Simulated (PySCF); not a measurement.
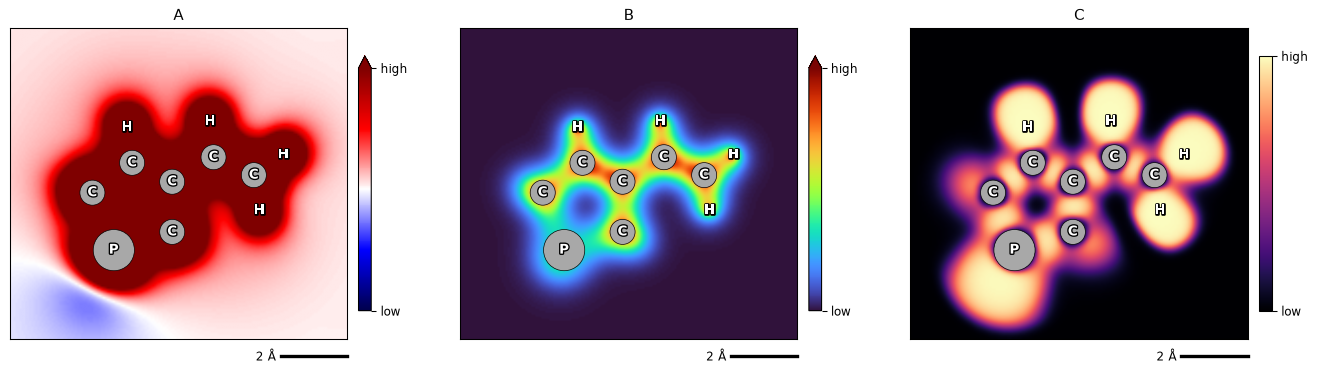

C7H8F3P: 3 fields on the plane of atoms C2, C3 and C4, with unlabelled colour scales. Grey discs cover the atomic cores.

Geometry: GFN2-xTB.

Level of theory: PBE0/pcSseg-1, SCF density, gas phase, non-relativistic in PySCF.

```yaml
atoms:
  - { symbol: C, position_ang: [-2.7514, 1.2252, 0.3222] }
  - { symbol: C, position_ang: [-2.1426, 0.1839, -0.2348] }
  - { symbol: C, position_ang: [-0.8165, -0.2897, 0.1026] }
  - { symbol: C, position_ang: [-0.2512, -1.3718, -0.4346] }
  - { symbol: C, position_ang: [1.1199, -1.7462, 0.0330] }
  - { symbol: P, position_ang: [1.7128, -0.3327, 1.0930] }
  - { symbol: C, position_ang: [2.3397, 0.7171, -0.3569] }
  - { symbol: F, position_ang: [3.4916, 0.2166, -0.8325] }
  - { symbol: F, position_ang: [1.5107, 0.8201, -1.4078] }
  - { symbol: F, position_ang: [2.5933, 1.9719, 0.0487] }
  - { symbol: C, position_ang: [0.0179, 0.4316, 1.1338] }
  - { symbol: H, position_ang: [-2.2956, 1.8182, 1.0964] }
  - { symbol: H, position_ang: [-3.7400, 1.5228, 0.0189] }
  - { symbol: H, position_ang: [-2.6444, -0.3828, -1.0080] }
  - { symbol: H, position_ang: [-0.7351, -1.9920, -1.1720] }
  - { symbol: H, position_ang: [1.8138, -1.9300, -0.7930] }
  - { symbol: H, position_ang: [1.0907, -2.6583, 0.6389] }
  - { symbol: H, position_ang: [0.0847, 1.5058, 0.9414] }
  - { symbol: H, position_ang: [-0.4079, 0.2997, 2.1329] }
```

Question: Which field does each panel show? The fields are: electron density, electron localisation function and electrostatic potential.

Answer: Panel A: electrostatic potential (strongly positive close to the atoms, with negative regions outside electron-rich atoms). Panel B: electron density. Panel C: electron localisation function. From the grid: C–C (1.33 Å): ρ is about 2.3 e/Å³ halfway; the ELF peaks at about 0.95 between the atoms: a short, multiple covalent bond. C–P (1.86 Å): ρ at the midpoint is about 1.1 e/Å³; the ELF peaks at about 0.95 between the atoms: localised, covalent bonding.
